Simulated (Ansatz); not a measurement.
# GeAsH₂ (quartet): B2PLYP, RPA-PBE over vertical spin and charge gaps, cc-pVDZ

Aim: run GeAsH₂ (quartet) with these functionals over vertical spin and charge gaps, and hold them against the top wave-function level at the same points.

Computed with Ansatz 0.2.0, Gaussian basis. Level: cc-pVDZ, all electrons in the functionals, frozen cores in the correlation of double hybrids and RPA.

Plan: B2PLYP, RPA-PBE, at charge 0, quartet; charge 0, doublet; charge 0, sextet; charge 1, triplet; charge 1, quintet.

5 further runs of the same task are left out: 5 set aside as unsound or not needed.

## 1. The system

The geometry is a PBE0/def2-TZVP stationary point (not a proven minimum). No spin-orbit coupling is included. The filled d shell of Ge, As may be among the frozen orbitals whatever the setting's name suggests; the logs give the count.

4 atoms, charge 0, spin multiplicity 4.

Atoms are counted from 1 here; the program's logs count them from 0.

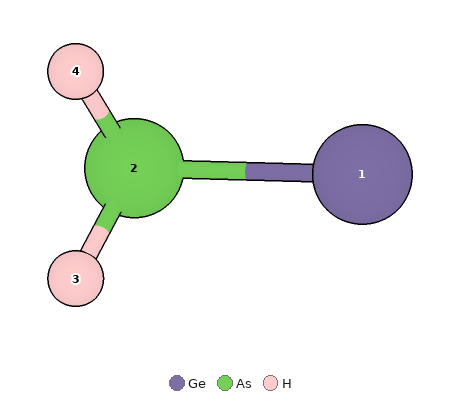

The structure; germanium purple, arsenic green, hydrogen pink; atoms are numbered from 1 in the order of the file.

No dispersion term is added.

The geometry shown and the zero of energy belong to the point charge 0, quartet. The yardstick, RCCSDTQ, and other wave-function levels (R restricted, U unrestricted, valence and pair active spaces) come from earlier runs.

## 2. B2PLYP, charge 0, quartet

Contents of in.yaml:

```yaml
crystal:
  periodic: [false, false, false]
  atoms:
    - {symbol: Ge, position_ang: [0.023811, 0.000000, 1.308474]}
    - {symbol: As, position_ang: [-0.049053, 0.000000, -1.226664]}
    - {symbol: H, position_ang: [0.965114, 1.093504, -1.559579]}
    - {symbol: H, position_ang: [0.965111, -1.093507, -1.559579]}
basis:
  gaussian: {orbitals: cc-pVDZ}
magnetization: {spin_polarized: true, initial_magnetization: 3}
hamiltonian: {xc: {name: B2PLYP}}
correlation: {electrons: outside_noble_gas}
```

On the command line:

```
$ ansatz run in.yaml --threads 1 --pin off --events-out ev --progress --plain --max-ram 2560MiB --backend cpu
```

Standard output:

```text
Functional definition: B2PLYP
  name "B2PLYP"
  cite "Grimme, J. Chem. Phys. 124, 034108 (2006) doi:10.1063/1.2148954"
  cite "Becke, Phys. Rev. A 38, 3098 (1988) doi:10.1103/PhysRevA.38.3098"
  cite "Lee, Yang & Parr, Phys. Rev. B 37, 785 (1988) doi:10.1103/PhysRevB.37.785"
  parameter a = 0.53
  parameter c = 0.27
  exchange = (1 - a)*b88_x + a*exact_x
  correlation = (1 - c)*lyp_c + c*(mp2_os + mp2_ss)
744 factors; integrals over basis functions are off by at most 1.2e-3 eV
mean field evaluation 1: about -117362.9840 eV, gradient 4.7e0 eV
mean field evaluation 2: about -117362.9858 eV, gradient 4.7e0 eV
mean field evaluation 4: about -117363.3053 eV, gradient 9.3e-1 eV
mean field evaluation 8: about -117363.3225 eV, gradient 7.2e-2 eV
mean field evaluation 16: about -117363.3228 eV, gradient 1.7e-4 eV
mean field -117363.32280356 eV, -4313.0225613133 hartree, gradient 3.6e-6 eV, S^2 3.761555; 0 other end points of the search recorded, 0 dependent functions left out
28 core orbitals not correlated: weight in the atoms' cores, before any rotation towards them, 0.999 or more for the frozen orbitals, at most 0.000 for the correlated occupied ones
reference -117363.32293058 eV, -4313.0225659814 hartree; 7, 4 occupied and 29, 32 virtual orbitals, 744 factors
second order -5.34438662 eV of doubles, -0.00000000 eV of singles
Total energy: -117364.76591497 eV, -4313.0755946796 hartree
```

Run time: 3.3 s. Hardware: 1 thread of AMD EPYC 7R13, shared host.

From the report: ⟨S²⟩ of the determinant 3.762 (pure quartet: 3.75).

## 3. B2PLYP, charge 0, doublet

in.yaml: that of step 2 with these lines changed.

```diff
@@ -9,3 +9,3 @@
   gaussian: {orbitals: cc-pVDZ}
-magnetization: {spin_polarized: true, initial_magnetization: 3}
+magnetization: {spin_polarized: true, initial_magnetization: 1}
 hamiltonian: {xc: {name: B2PLYP}}
```

Same command.

Standard output (excerpt; [...] marks lines left out):

```text
Functional definition: B2PLYP
  name "B2PLYP"
  cite "Grimme, J. Chem. Phys. 124, 034108 (2006) doi:10.1063/1.2148954"
  cite "Becke, Phys. Rev. A 38, 3098 (1988) doi:10.1103/PhysRevA.38.3098"
  cite "Lee, Yang & Parr, Phys. Rev. B 37, 785 (1988) doi:10.1103/PhysRevB.37.785"
[...]
744 factors; integrals over basis functions are off by at most 1.2e-3 eV
[...]
mean field -117364.68596267 eV, -4313.0726564866 hartree, gradient 8.3e-6 eV, S^2 0.756927; 4 other end points of the search recorded, 0 dependent functions left out
28 core orbitals not correlated: weight in the atoms' cores, before any rotation towards them, 1.000 or more for the frozen orbitals, at most 0.000 for the correlated occupied ones
reference -117364.68609123 eV, -4313.0726612111 hartree; 6, 5 occupied and 30, 31 virtual orbitals, 744 factors
second order -5.84874894 eV of doubles, -0.00000000 eV of singles
Total energy: -117366.26525344 eV, -4313.1306943522 hartree
```

Run time: 5.5 s. Hardware: 1 thread of AMD EPYC 7R13, shared host.

From the report: ⟨S²⟩ of the determinant 0.757 (pure doublet: 0.75).

From charge 0, quartet: -34.6 kcal/mol.

## 4. B2PLYP, charge 0, sextet

in.yaml: that of step 3 with these lines changed.

```diff
@@ -9,3 +9,3 @@
   gaussian: {orbitals: cc-pVDZ}
-magnetization: {spin_polarized: true, initial_magnetization: 1}
+magnetization: {spin_polarized: true, initial_magnetization: 5}
 hamiltonian: {xc: {name: B2PLYP}}
```

Launched as before.

Standard output (excerpt; [...] marks lines left out):

```text
Functional definition: B2PLYP
  name "B2PLYP"
  cite "Grimme, J. Chem. Phys. 124, 034108 (2006) doi:10.1063/1.2148954"
  cite "Becke, Phys. Rev. A 38, 3098 (1988) doi:10.1103/PhysRevA.38.3098"
  cite "Lee, Yang & Parr, Phys. Rev. B 37, 785 (1988) doi:10.1103/PhysRevB.37.785"
[...]
744 factors; integrals over basis functions are off by at most 1.2e-3 eV
[...]
mean field -117357.01394779 eV, -4312.7907151401 hartree, gradient 1.6e-6 eV, S^2 8.762240; 9 other end points of the search recorded, 0 dependent functions left out
28 core orbitals not correlated: weight in the atoms' cores, before any rotation towards them, 0.999 or more for the frozen orbitals, at most 0.000 for the correlated occupied ones
reference -117357.01408091 eV, -4312.7907200322 hartree; 8, 3 occupied and 28, 33 virtual orbitals, 744 factors
second order -4.73770234 eV of doubles, -0.00000000 eV of singles
Total energy: -117358.29326054 eV, -4312.8377290167 hartree
```

Wall time 14 s (1 thread of AMD EPYC 7R13, shared host).

From the report: ⟨S²⟩ of the determinant 8.762 (pure sextet: 8.75).

From charge 0, quartet: +149.3 kcal/mol.

## 5. B2PLYP, charge 1, triplet

in.yaml: that of step 4 with these lines changed.

```diff
@@ -9,3 +9,4 @@
   gaussian: {orbitals: cc-pVDZ}
-magnetization: {spin_polarized: true, initial_magnetization: 5}
+total_charge: 1
+magnetization: {spin_polarized: true, initial_magnetization: 2}
 hamiltonian: {xc: {name: B2PLYP}}
```

The command is unchanged.

Standard output (excerpt; [...] marks lines left out):

```text
Functional definition: B2PLYP
  name "B2PLYP"
  cite "Grimme, J. Chem. Phys. 124, 034108 (2006) doi:10.1063/1.2148954"
  cite "Becke, Phys. Rev. A 38, 3098 (1988) doi:10.1103/PhysRevA.38.3098"
  cite "Lee, Yang & Parr, Phys. Rev. B 37, 785 (1988) doi:10.1103/PhysRevB.37.785"
[...]
744 factors; integrals over basis functions are off by at most 1.2e-3 eV
[...]
mean field -117356.54219256 eV, -4312.7733784551 hartree, gradient 3.9e-6 eV, S^2 2.018340; 2 other end points of the search recorded, 0 dependent functions left out
28 core orbitals not correlated: weight in the atoms' cores, before any rotation towards them, 1.000 or more for the frozen orbitals, at most 0.000 for the correlated occupied ones
reference -117356.54231906 eV, -4312.7733831040 hartree; 6, 4 occupied and 30, 32 virtual orbitals, 744 factors
second order -4.96498539 eV of doubles, -0.00000000 eV of singles
Total energy: -117357.88286511 eV, -4312.8226472628 hartree
```

Wall time 4.6 s (1 thread of AMD EPYC 7R13, shared host).

From the report: ⟨S²⟩ of the determinant 2.018 (pure triplet: 2.00).

From charge 0, quartet: +158.7 kcal/mol.

## 6. B2PLYP, charge 1, quintet

in.yaml: that of step 5 with these lines changed.

```diff
@@ -10,3 +10,3 @@
 total_charge: 1
-magnetization: {spin_polarized: true, initial_magnetization: 2}
+magnetization: {spin_polarized: true, initial_magnetization: 4}
 hamiltonian: {xc: {name: B2PLYP}}
```

Same command.

Standard output (excerpt; [...] marks lines left out):

```text
Functional definition: B2PLYP
  name "B2PLYP"
  cite "Grimme, J. Chem. Phys. 124, 034108 (2006) doi:10.1063/1.2148954"
  cite "Becke, Phys. Rev. A 38, 3098 (1988) doi:10.1103/PhysRevA.38.3098"
  cite "Lee, Yang & Parr, Phys. Rev. B 37, 785 (1988) doi:10.1103/PhysRevB.37.785"
[...]
744 factors; integrals over basis functions are off by at most 1.2e-3 eV
[...]
mean field -117352.88737412 eV, -4312.6390663547 hartree, gradient 3.6e-6 eV, S^2 6.007819; 0 other end points of the search recorded, 0 dependent functions left out
28 core orbitals not correlated: weight in the atoms' cores, before any rotation towards them, 1.000 or more for the frozen orbitals, at most 0.000 for the correlated occupied ones
reference -117352.88750690 eV, -4312.6390712343 hartree; 7, 3 occupied and 29, 33 virtual orbitals, 744 factors
second order -4.46944335 eV of doubles, -0.00000000 eV of singles
Total energy: -117354.09425660 eV, -4312.6834184680 hartree
```

Run time: 2.9 s. Hardware: 1 thread of AMD EPYC 7R13, shared host.

From the report: ⟨S²⟩ of the determinant 6.008 (pure quintet: 6.00).

From charge 0, quartet: +246.1 kcal/mol.

## 7. RPA-PBE, charge 0, quartet

in.yaml: that of step 6 with these lines changed.

```diff
@@ -9,5 +9,4 @@
   gaussian: {orbitals: cc-pVDZ}
-total_charge: 1
-magnetization: {spin_polarized: true, initial_magnetization: 4}
-hamiltonian: {xc: {name: B2PLYP}}
-correlation: {electrons: outside_noble_gas}
+magnetization: {spin_polarized: true, initial_magnetization: 3}
+hamiltonian: {xc: {name: PBE}}
+correlation: {method: rpa, electrons: outside_noble_gas}
```

Same command.

Standard output (excerpt; [...] marks lines left out):

```text
Functional definition: PBE
  name "PBE"
  cite "Perdew, Burke & Ernzerhof, Phys. Rev. Lett. 77, 3865 (1996) doi:10.1103/PhysRevLett.77.3865"
  parent pbe
[...]
744 factors; integrals over basis functions are off by at most 1.2e-3 eV
[...]
mean field -117369.93572026 eV, -4313.2655815199 hartree, gradient 8.4e-6 eV, S^2 3.753197; 0 other end points of the search recorded, 0 dependent functions left out
28 core orbitals not correlated: weight in the atoms' cores, before any rotation towards them, 0.999 or more for the frozen orbitals, at most 0.000 for the correlated occupied ones
reference -117296.62843583 eV, -4310.5715885064 hartree; 7, 4 occupied and 29, 32 virtual orbitals, 744 factors
Total energy: -117305.17308275 eV, -4310.8855984889 hartree
```

Wall time 2.4 s (1 thread of AMD EPYC 7R13, shared host).

From the report: ⟨S²⟩ of the determinant 3.753 (pure quartet: 3.75).

## 8. RPA-PBE, charge 0, doublet

in.yaml: that of step 7 with these lines changed.

```diff
@@ -9,3 +9,3 @@
   gaussian: {orbitals: cc-pVDZ}
-magnetization: {spin_polarized: true, initial_magnetization: 3}
+magnetization: {spin_polarized: true, initial_magnetization: 1}
 hamiltonian: {xc: {name: PBE}}
```

Same command.

Standard output (excerpt; [...] marks lines left out):

```text
Functional definition: PBE
  name "PBE"
  cite "Perdew, Burke & Ernzerhof, Phys. Rev. Lett. 77, 3865 (1996) doi:10.1103/PhysRevLett.77.3865"
  parent pbe
[...]
744 factors; integrals over basis functions are off by at most 1.2e-3 eV
[...]
mean field -117371.44963750 eV, -4313.3212169521 hartree, gradient 2.1e-6 eV, S^2 0.755828; 12 other end points of the search recorded, 0 dependent functions left out
28 core orbitals not correlated: weight in the atoms' cores, before any rotation towards them, 0.999 or more for the frozen orbitals, at most 0.000 for the correlated occupied ones
reference -117297.45423354 eV, -4310.6019360126 hartree; 6, 5 occupied and 30, 31 virtual orbitals, 744 factors
Total energy: -117306.63250187 eV, -4310.9392311522 hartree
```

It took 11 s on 1 thread of AMD EPYC 7R13, shared host.

From the report: ⟨S²⟩ of the determinant 0.756 (pure doublet: 0.75).

From charge 0, quartet: -33.7 kcal/mol.

## 9. RPA-PBE, charge 0, sextet

in.yaml: that of step 8 with these lines changed.

```diff
@@ -9,3 +9,3 @@
   gaussian: {orbitals: cc-pVDZ}
-magnetization: {spin_polarized: true, initial_magnetization: 1}
+magnetization: {spin_polarized: true, initial_magnetization: 5}
 hamiltonian: {xc: {name: PBE}}
```

Launched as before.

Standard output (excerpt; [...] marks lines left out):

```text
Functional definition: PBE
  name "PBE"
  cite "Perdew, Burke & Ernzerhof, Phys. Rev. Lett. 77, 3865 (1996) doi:10.1103/PhysRevLett.77.3865"
  parent pbe
[...]
744 factors; integrals over basis functions are off by at most 1.2e-3 eV
[...]
mean field -117363.65716816 eV, -4313.0348489858 hartree, gradient 8.4e-6 eV, S^2 8.752249; 15 other end points of the search recorded, 0 dependent functions left out
28 core orbitals not correlated: weight in the atoms' cores, before any rotation towards them, 0.999 or more for the frozen orbitals, at most 0.000 for the correlated occupied ones
reference -117290.68836875 eV, -4310.3532950677 hartree; 8, 3 occupied and 28, 33 virtual orbitals, 744 factors
Total energy: -117299.01555143 eV, -4310.6593133865 hartree
```

It took 17 s on 1 thread of AMD EPYC 7R13, shared host.

From the report: ⟨S²⟩ of the determinant 8.752 (pure sextet: 8.75).

From charge 0, quartet: +142.0 kcal/mol.

## 10. RPA-PBE, charge 1, triplet

in.yaml: that of step 9 with these lines changed.

```diff
@@ -9,3 +9,4 @@
   gaussian: {orbitals: cc-pVDZ}
-magnetization: {spin_polarized: true, initial_magnetization: 5}
+total_charge: 1
+magnetization: {spin_polarized: true, initial_magnetization: 2}
 hamiltonian: {xc: {name: PBE}}
```

Same command.

Standard output (excerpt; [...] marks lines left out):

```text
Functional definition: PBE
  name "PBE"
  cite "Perdew, Burke & Ernzerhof, Phys. Rev. Lett. 77, 3865 (1996) doi:10.1103/PhysRevLett.77.3865"
  parent pbe
[...]
744 factors; integrals over basis functions are off by at most 1.2e-3 eV
[...]
mean field -117362.95498231 eV, -4313.0090441317 hartree, gradient 5.0e-6 eV, S^2 2.004315; 6 other end points of the search recorded, 0 dependent functions left out
28 core orbitals not correlated: weight in the atoms' cores, before any rotation towards them, 0.999 or more for the frozen orbitals, at most 0.000 for the correlated occupied ones
reference -117289.95887894 eV, -4310.3264868117 hartree; 6, 4 occupied and 30, 32 virtual orbitals, 744 factors
Total energy: -117298.26195960 eV, -4310.6316193976 hartree
```

Wall time 6 s (1 thread of AMD EPYC 7R13, shared host).

From the report: ⟨S²⟩ of the determinant 2.004 (pure triplet: 2.00).

From charge 0, quartet: +159.4 kcal/mol.

## 11. RPA-PBE, charge 1, quintet

in.yaml: that of step 10 with these lines changed.

```diff
@@ -10,3 +10,3 @@
 total_charge: 1
-magnetization: {spin_polarized: true, initial_magnetization: 2}
+magnetization: {spin_polarized: true, initial_magnetization: 4}
 hamiltonian: {xc: {name: PBE}}
```

Same command.

Standard output (excerpt; [...] marks lines left out):

```text
Functional definition: PBE
  name "PBE"
  cite "Perdew, Burke & Ernzerhof, Phys. Rev. Lett. 77, 3865 (1996) doi:10.1103/PhysRevLett.77.3865"
  parent pbe
[...]
744 factors; integrals over basis functions are off by at most 1.2e-3 eV
[...]
mean field -117359.18160735 eV, -4312.8703751596 hartree, gradient 8.8e-6 eV, S^2 6.002087; 0 other end points of the search recorded, 0 dependent functions left out
28 core orbitals not correlated: weight in the atoms' cores, before any rotation towards them, 0.999 or more for the frozen orbitals, at most 0.000 for the correlated occupied ones
reference -117286.91661939 eV, -4310.2146858351 hartree; 7, 3 occupied and 29, 33 virtual orbitals, 744 factors
Total energy: -117294.59868490 eV, -4310.4969965355 hartree
```

Run time: 2.2 s. Hardware: 1 thread of AMD EPYC 7R13, shared host.

From the report: ⟨S²⟩ of the determinant 6.002 (pure quintet: 6.00).

From charge 0, quartet: +243.9 kcal/mol.

## 12. The comparison

The yardstick is RCCSDTQ, where the cluster series has nearly closed. It comes from earlier runs at the same points. Energies in kcal/mol, counted from charge 0, quartet; blanks weren't run or aren't comparable.

```csv
level,quartet to doublet,quartet to sextet,ionisation to the triplet cation,ionisation to the quintet cation
RCCSDTQ,-30.6,142.3,159.5,238.9
B2PLYP,-34.6,149.3,158.7,246.1
RPA-PBE,-33.7,142.0,159.4,243.9
```

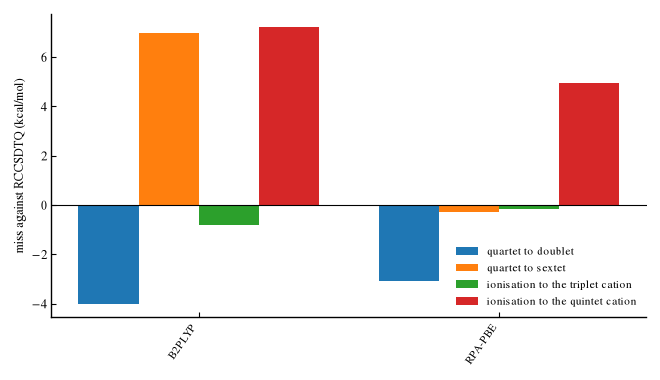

Misses of the gaps against RCCSDTQ.

Largest miss and mean time a point (RCCSDTQ took 71 s a point; shared hosts):

```csv
level,largest miss (kcal/mol),where,time a point
B2PLYP,+7.2,ionisation to the quintet cation,6 s
RPA-PBE,+5.0,ionisation to the quintet cation,7.7 s
```

## 13. Results

| quantity | value |
| --- | --- |
| quartet to doublet, RCCSDTQ | -30.6 kcal/mol |
| quartet to sextet, RCCSDTQ | 142.3 kcal/mol |
| ionisation to the triplet cation, RCCSDTQ | 159.5 kcal/mol |
| ionisation to the quintet cation, RCCSDTQ | 238.9 kcal/mol |
| largest miss, B2PLYP | +7.2 kcal/mol (ionisation to the quintet cation) |
| largest miss, RPA-PBE | +5.0 kcal/mol (ionisation to the quintet cation) |

What this shows: Of the functionals, RPA-PBE keep the smallest largest miss at the points compared (at most 5.0 kcal/mol) and B2PLYP strays most (7.2 kcal/mol, at ionisation to the quintet cation). Functionals and the yardstick converge differently with the basis, so part of each miss in cc-pVDZ is the basis.
